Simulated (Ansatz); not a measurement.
# Relaxing AlP(100) slab, H on both faces (72 atoms)

Aim: bring AlP(100) slab, H on both faces (72 atoms) to a nearby minimum of the energy and see what moves.

Method: Kohn-Sham DFT, PBE, PAW (set soft_2), plane waves, in Ansatz 0.2.0.

### 1. The structure

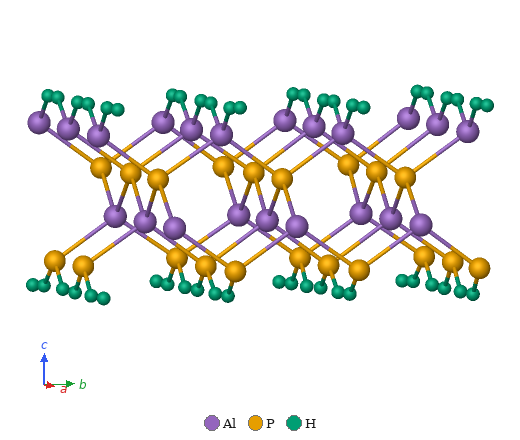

The starting structure, seen from the side, with the c axis up (aluminium purple, phosphorus orange, hydrogen teal). Bonds to atoms that aren't drawn are left out. Some periodic images of atoms are drawn too.

The cell holds 72 atoms: 18 Al, 18 P and 36 H. Cell: a = 11.589 Å, b = 11.589 Å, c = 15.829 Å, α = 90.0°, β = 90.0°, γ = 90.0°. It derives from AlP (zinc-blende). Zinc-blende AlP (a = 5.463 Å), (100) slab of 4 atomic planes, 3 x 3 surface cells, H on the broken bonds of both faces, 10 Å of vacuum; displaced by a Gaussian of 0.02 Å. Regions: slab, 36 atoms (18 Al and 18 P); hydrogen, 36 atoms (36 H). Vacuum lies along c.

Before any run, some limits are plain. Caps of real hydrogen don't mimic the fractional bonds of a polar compound, so surface states and strained caps may belong to the model. Sampling is at Γ alone, for a cell whose shortest periodic width is 12 Å.

### 2. Single point at the start

The forces at the start show how far the geometry lies from a minimum of this functional.

Input file input.yaml:

```yaml
crystal:
  lattice:
    - [11.58877, 0.0, 0.0]
    - [0.0, 11.58877, 0.0]
    - [0.0, 0.0, 15.8293]
  atoms:
    - { symbol: Al, position: [0.26542, 0.16781, 0.45244] }
    - { symbol: P, position: [0.26796, 0.33433, 0.3706] }
    - { symbol: Al, position: [0.10083, 0.33669, 0.62662] }
    - { symbol: P, position: [0.10318, 0.16805, 0.54036] }
    - { symbol: Al, position: [0.26675, 0.5018, 0.45224] }
    - { symbol: P, position: [0.26358, 0.66847, 0.36798] }
    - { symbol: Al, position: [0.10008, 0.66671, 0.62743] }
    - { symbol: P, position: [0.09837, 0.50059, 0.53959] }
    - { symbol: Al, position: [0.26592, 0.83328, 0.45234] }
    - { symbol: P, position: [0.26851, 0.0034, 0.36776] }
    - { symbol: Al, position: [0.10175, 0.00063, 0.62886] }
    - { symbol: P, position: [0.10453, 0.83765, 0.54062] }
    - { symbol: Al, position: [0.60035, 0.16857, 0.45365] }
    - { symbol: P, position: [0.59712, 0.33364, 0.36635] }
    - { symbol: Al, position: [0.43488, 0.33348, 0.62422] }
    - { symbol: P, position: [0.43495, 0.16929, 0.54145] }
    - { symbol: Al, position: [0.60081, 0.49892, 0.45362] }
    - { symbol: P, position: [0.59997, 0.66512, 0.36541] }
    - { symbol: Al, position: [0.43506, 0.66554, 0.6276] }
    - { symbol: P, position: [0.43524, 0.50246, 0.54004] }
    - { symbol: Al, position: [0.60012, 0.8337, 0.45403] }
    - { symbol: P, position: [0.60034, 0.00125, 0.36924] }
    - { symbol: Al, position: [0.43437, 0.00022, 0.6286] }
    - { symbol: P, position: [0.43044, 0.8361, 0.5386] }
    - { symbol: Al, position: [0.93402, 0.16842, 0.45267] }
    - { symbol: P, position: [0.9362, 0.33256, 0.36803] }
    - { symbol: Al, position: [0.76697, 0.33537, 0.626] }
    - { symbol: P, position: [0.76689, 0.16357, 0.54117] }
    - { symbol: Al, position: [0.93175, 0.50005, 0.45328] }
    - { symbol: P, position: [0.93004, 0.66915, 0.36752] }
    - { symbol: Al, position: [0.76665, 0.66405, 0.626] }
    - { symbol: P, position: [0.76558, 0.49995, 0.53931] }
    - { symbol: Al, position: [0.93172, 0.83585, 0.45345] }
    - { symbol: P, position: [0.92751, 0.99534, 0.36834] }
    - { symbol: Al, position: [0.76744, 0.00215, 0.62653] }
    - { symbol: P, position: [0.76502, 0.83342, 0.53928] }
    - { symbol: H, position: [0.36649, 0.33244, 0.31772] }
    - { symbol: H, position: [0.16743, 0.333, 0.31645] }
    - { symbol: H, position: [0.98907, 0.33241, 0.68597] }
    - { symbol: H, position: [0.21406, 0.33551, 0.68293] }
    - { symbol: H, position: [0.16768, 0.6681, 0.31542] }
    - { symbol: H, position: [0.36448, 0.66266, 0.31681] }
    - { symbol: H, position: [0.98933, 0.66682, 0.68359] }
    - { symbol: H, position: [0.21146, 0.66259, 0.68262] }
    - { symbol: H, position: [0.16596, 0.99842, 0.31684] }
    - { symbol: H, position: [0.36603, 0.00153, 0.31708] }
    - { symbol: H, position: [0.2149, 0.99821, 0.68477] }
    - { symbol: H, position: [0.98684, 0.00195, 0.68476] }
    - { symbol: H, position: [0.50211, 0.33366, 0.3172] }
    - { symbol: H, position: [0.70211, 0.33387, 0.317] }
    - { symbol: H, position: [0.32115, 0.33043, 0.68394] }
    - { symbol: H, position: [0.54672, 0.33321, 0.68415] }
    - { symbol: H, position: [0.69824, 0.66763, 0.31693] }
    - { symbol: H, position: [0.49962, 0.66774, 0.31866] }
    - { symbol: H, position: [0.54366, 0.66604, 0.68225] }
    - { symbol: H, position: [0.32015, 0.66514, 0.68416] }
    - { symbol: H, position: [0.50142, 0.00247, 0.31502] }
    - { symbol: H, position: [0.69923, 0.99878, 0.31557] }
    - { symbol: H, position: [0.545, 0.99946, 0.68363] }
    - { symbol: H, position: [0.32016, 0.99882, 0.68515] }
    - { symbol: H, position: [0.83121, 0.33737, 0.31709] }
    - { symbol: H, position: [0.03391, 0.33479, 0.31771] }
    - { symbol: H, position: [0.65657, 0.33253, 0.68305] }
    - { symbol: H, position: [0.88014, 0.33149, 0.68165] }
    - { symbol: H, position: [0.83387, 0.66688, 0.31838] }
    - { symbol: H, position: [0.03146, 0.66758, 0.31364] }
    - { symbol: H, position: [0.65813, 0.6651, 0.68403] }
    - { symbol: H, position: [0.87714, 0.66457, 0.684] }
    - { symbol: H, position: [0.03345, 0.0002, 0.3134] }
    - { symbol: H, position: [0.83339, 0.00029, 0.31516] }
    - { symbol: H, position: [0.87986, 0.99874, 0.68447] }
    - { symbol: H, position: [0.65606, 0.00057, 0.68447] }
kpoints:
  mp_grid: { grid: [1, 1, 1] }
hamiltonian:
  xc: pbe
scf:
  occupations: { method: fermi_dirac, width: 0.05 }
output:
  forces: true
  populations: true
  dos:
    method: { smearing: { sigma: 0.1 } }
    de: 0.1
    projected:
      site_lists:
        Al: [Al]
        H: [H]
        P: [P]
        slab: [0, 1, 2, 3, 4, 5, 6, 7, 8, 9, 10, 11, 12, 13, 14, 15, 16, 17, 18, 19, 20, 21, 22, 23, 24, 25, 26, 27, 28, 29, 30, 31, 32, 33, 34, 35]
        hydrogen: [36, 37, 38, 39, 40, 41, 42, 43, 44, 45, 46, 47, 48, 49, 50, 51, 52, 53, 54, 55, 56, 57, 58, 59, 60, 61, 62, 63, 64, 65, 66, 67, 68, 69, 70, 71]
  eigenvalues: true
```

On the command line:

```console
ansatz run input.yaml --threads 4 --pin off --max-ram 8192MiB --backend cpu --events-out ev --progress --plain --runs-dir out
```

Numbers of over 12 decimals in the logs are rounded to 6 here.

The program printed:

```text
Engine: ansatz 0.2.0, aarch64-unknown-linux-gnu
Pseudopotentials: kind: paw
Pseudopotential: Al, paw, valence charge 3, recommended cutoff 420 eV (normal), Al.paw.azcp
Pseudopotential: P, paw, valence charge 5, recommended cutoff 420 eV (normal), P.paw.azcp
Pseudopotential: H, paw, valence charge 1, recommended cutoff 420 eV (normal), H.paw.azcp
[... 5 lines on functional and potentials left out ...]
Crystal: 72 atoms, lattice volume = 2125.869 Å³
Basis set: ecut = 420 eV, 41605 PW (Γ), exchange–correlation on 160×160×216 points (8 copies of the dense FFT grid, shifted against one another)
Bands: 162, of which v1, the nominal top of the filled ones, is band 90 counted from 1 (89 counted from 0)
Symmetry: 1 space group operations
Space group: P1 (ITA 1), of the structure as read, at distance tolerance 1.3e-4 Å
k-points: 1
[... 7 lines on functional and potentials left out ...]
Initial density: superposition of atomic densities (neutral atoms: chi_scale 0, normalization atom), corrected by the library's trained network
Initial wavefunctions: pseudopotential atomic-orbital guess
Functional: x = pbe(κ = 0.804, μ = 0.219515), c = pbe(β = 0.066725)
SCF iter   1: F=—  HF=-23843.314006 eV  |F-HF|=—  |Δ(HF+E_count)|=         —  Δρ=5.44e-3  dr2=3.74e0  ethr=1.77e-3  ⟨swp⟩=10.0  Hψ=1073  notcnv=0  defer=21
preconditioner: auto → LDOS  [metal: Δε(μ)=0.072 eV  Ē_g=9.313 eV  σ=0.050 eV  W_gap=0.33  n_scr=220 (ndim 8)  ℏωp=10.8 eV  f_vac=0.467  D(μ)=23.67/eV (n_scr^D=106)  β→1.0]
SCF iter   2: F=—  HF=-23843.140214 eV  |F-HF|=—  |Δ(HF+E_count)|=   1.74e-1  Δρ=4.54e-3  dr2=1.66e0  ethr=1.77e-3  ⟨swp⟩=2.0  Hψ=208  notcnv=0  defer=50
SCF iter   3: F=—  HF=-23843.098203 eV  |F-HF|=—  |Δ(HF+E_count)|=   4.20e-2  Δρ=1.22e-3  dr2=1.24e-1  ethr=9.21e-4  ⟨swp⟩=2.0  Hψ=122  notcnv=0  defer=50
SCF iter   4: F=—  HF=-23843.100557 eV  |F-HF|=—  |Δ(HF+E_count)|=   2.35e-3  Δρ=3.59e-4  dr2=6.41e-3  ethr=6.90e-5  ⟨swp⟩=2.0  Hψ=122  notcnv=0  defer=50
SCF iter   5: F=—  HF=-23843.101162 eV  |F-HF|=—  |Δ(HF+E_count)|=   6.05e-4  Δρ=2.20e-4  dr2=1.24e-3  ethr=3.56e-6  ⟨swp⟩=2.0  Hψ=171  notcnv=0  defer=50
SCF iter   6: F=—  HF=-23843.101231 eV  |F-HF|=—  |Δ(HF+E_count)|=   6.88e-5  Δρ=1.67e-4  dr2=7.93e-4  ethr=6.91e-7  ⟨swp⟩=2.0  Hψ=155  notcnv=0  defer=50
SCF iter   7: F=—  HF=-23843.101347 eV  |F-HF|=—  |Δ(HF+E_count)|=   1.16e-4  Δρ=9.40e-5  dr2=3.14e-4  ethr=4.41e-7  ⟨swp⟩=2.0  Hψ=126  notcnv=0  defer=50
SCF iter   8: F=—  HF=-23843.101387 eV  |F-HF|=—  |Δ(HF+E_count)|=   3.97e-5  Δρ=4.61e-5  dr2=1.04e-4  ethr=1.75e-7  ⟨swp⟩=2.0  Hψ=178  notcnv=0  defer=50
SCF iter   9: F=—  HF=-23843.101387 eV  |F-HF|=—  |Δ(HF+E_count)|=   4.17e-8  Δρ=2.72e-5  dr2=2.95e-5  ethr=5.76e-8  ⟨swp⟩=2.0  Hψ=151  notcnv=0  defer=50
SCF iter  10: F=—  HF=-23843.101794 eV  |F-HF|=—  |Δ(HF+E_count)|=   4.07e-4  Δρ=1.92e-5  dr2=1.56e-5  ethr=1.64e-8  ⟨swp⟩=3.0  Hψ=247  notcnv=0  defer=50
SCF iter  11: F=—  HF=-23843.101799 eV  |F-HF|=—  |Δ(HF+E_count)|=   5.26e-6  Δρ=1.27e-5  dr2=6.36e-6  ethr=8.64e-9  ⟨swp⟩=2.0  Hψ=142  notcnv=0  defer=50
SCF iter  12: F=—  HF=-23843.101799 eV  |F-HF|=—  |Δ(HF+E_count)|=   9.92e-8  Δρ=6.39e-6  dr2=1.31e-6  ethr=3.53e-9  ⟨swp⟩=2.0  Hψ=163  notcnv=0  defer=50
SCF iter  13: F=—  HF=-23843.101801 eV  |F-HF|=—  |Δ(HF+E_count)|=   1.87e-6  Δρ=3.55e-6  dr2=4.47e-7  ethr=7.28e-10  ⟨swp⟩=2.0  Hψ=178  notcnv=0  defer=50
SCF iter  14: F=—  HF=-23843.101802 eV  |F-HF|=—  |Δ(HF+E_count)|=   1.46e-6  Δρ=2.16e-6  dr2=1.79e-7  ethr=2.48e-10  ⟨swp⟩=3.0  Hψ=203  notcnv=0  defer=50
SCF iter  15: F=-23843.101803 eV  HF=-23843.101803 eV  |F-HF|=5.14e-9  |Δ(HF+E_count)|=   3.71e-7  Δρ=1.55e-6  dr2=7.68e-8  ethr=5.56e-11  ⟨swp⟩=21.0  Hψ=1397  notcnv=0
SCF 1 converged in 15 iterations: F = -23843.101803 eV  dr2 = 7.68e-8
  greatest PAW one-centre occupation: 0.780 electrons in one spin orbital (limit 2), on the P atom at site 15 (counted from 0), in its partial waves of l = 0
SCF converged after 15 iterations
Free energy (F): -23843.101803 eV
Harris-Foulkes:  -23843.101803 eV  (|F-HF|=5.14e-9)
Internal energy: -23842.905951 eV  (E = F + TS)
E sigma→0 (E₀):  -23843.003877 eV
Entropy (-TS):   -0.195851 eV (-2.720 meV/atom)
Fermi energy:    0.780881 eV
--- Per-component energies (eV) ---
  E_band       = -1068.473174
  E_kinetic    = 2201.791122
  E_local      = -21347.772052  (includes V_loc(G=0)·N_el)
  E_nonlocal   = 868.544707
  E_hartree    = 9737.323849
  E_xc         = -2149.129449
  E_vxc        = -2034.041730  (∫ρ·V_xc dr)
  E_paw        = -18687.407060  (= ΣΔE_a)
  E_vpaw       = -231.604370  (= ΣTr[D̂ρ^β])
  E_aug_tail   = -0.044048  (compensation charges beyond the density's cutoff)
  E_ewald      = 5533.786980
  E_smearing   = -0.195851  (= −TS)
  E_closure    = -0.000000  (closes the sum)
  Σ components = -23843.101803   (vs F -23843.101803, Δ=0.00e0)
--- Forces (eV/Å), atoms counted from 1 ---
  atom   1  Al     0.40801962    -0.07276269     1.04325335
  atom   2  P     -0.40514898     0.02840159    -0.13241657
  atom   3  Al    -0.20655419    -0.19682128     0.18145777
  atom   4  P     -0.39601604    -0.05094669    -0.78772759
  atom   5  Al    -0.04593460     0.08703924     1.05200848
  atom   6  P      0.69998445    -0.19071836     0.67450752
  atom   7  Al    -0.04573520     0.19078201    -0.26902449
  atom   8  P      0.10600666     0.18128315    -1.02616953
  atom   9  Al     0.15761708     0.46388535     0.59981539
  atom  10  P     -0.78419723    -0.41593206     0.80427223
  atom  11  Al    -0.16711197     0.21529895     0.04981641
  atom  12  P     -0.67110635    -0.42300994    -0.96091194
  atom  13  Al     0.01544162     0.01992899     0.74018035
  atom  14  P      1.70070465     0.01895040     1.48077993
[...]
atom  71  H     -0.39075390    -0.01238939     0.04869142
  atom  72  H      0.34070220     0.02385203     0.12339725
  max |Σ_I F_I| component: 2.27e-6 eV/Å
--- Band table (eV) ---
  k-point 0: bands = ["-13.7980", "-13.4807", "-13.3806", "-13.2377", [... 146 levels ...], "4.7873", "4.8102", "4.8583", "4.8727", "4.8897", "5.0380", "5.0752", "5.1086", "5.1404", "5.1662", "5.1722", "5.2072"]
--- Löwdin populations: 72 sites ---
  site symbol       q [e]
     0     Al      2.6676
     1      P      4.9211
     2     Al      2.5503
[...]
71      H      1.1277
  spilling = 0.012880 (of n_electrons = 180.000000)
```

Run time: 13 s. Hardware: 4 threads of Arm Neoverse V2, shared host; peak memory 1.5 GiB.

Reading the cycles: dr2 is the Hartree energy of the density residual (eV), the measure of convergence; HF is the Harris–Foulkes estimate of the energy, which meets the free energy F at convergence.

Numbers from this run:

```
free energy                             : -23843.1018 eV
free energy per atom                    : -331.1542 eV/atom
SCF cycles                              : 15
r.m.s. force component                  : 0.521 eV/Å
longest force                           : 2.255 eV/Å
Fermi energy                            : 0.7809 eV
levels partly filled by over 2 per cent : 4
spilling of the projection              : 0.01288
```

The r.m.s. force component of 0.52 eV/Å sets the starting point.

Length of the force by element:

| element | coordination | atoms | mean length of the force (eV/Å) | spread | least | most |
| --- | --- | --- | --- | --- | --- | --- |
| Al | all | 18 | 0.661 | 0.292 | 0.277 | 1.24 |
| H | all | 36 | 0.588 | 0.328 | 0.249 | 1.67 |
| P | all | 18 | 1.23 | 0.567 | 0.151 | 2.26 |

(Continued in part 2 of 3.)

[Logs are printed without paths, hosts, clocks, repeated set-up lines and the standing remarks that a program may print on its own settings, such as how far it seeks lower states.]

[Hosts, paths, dates, database ids (printed as entryN), source tags and the programs' standing remarks are cut or masked in the printed files.]
